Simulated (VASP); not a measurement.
Band structure of PbTe (rock salt). Level of theory: PBE GGA with D4 dispersion, VASP's PBE PAW potentials (set 64) (plane waves; VASP 6.6.1).

Unless said otherwise, spin-orbit coupling is left out, though it shifts the bands of the heavy elements here.

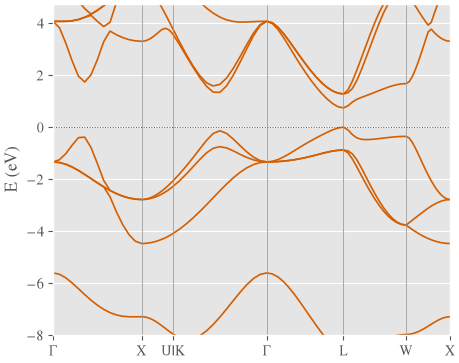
*Bands along high-symmetry lines, zero at the valence-band maximum or, without a gap, the Fermi level*

Problem. Read the plot: is there a gap, and where are the band edges?

Solution. The gap is direct, 0.74 eV, from the valence maximum at L to the conduction minimum at L. (Edges off the drawn lines would not show.)

The compound is PbTe in the rock salt structure. It was relaxed first.
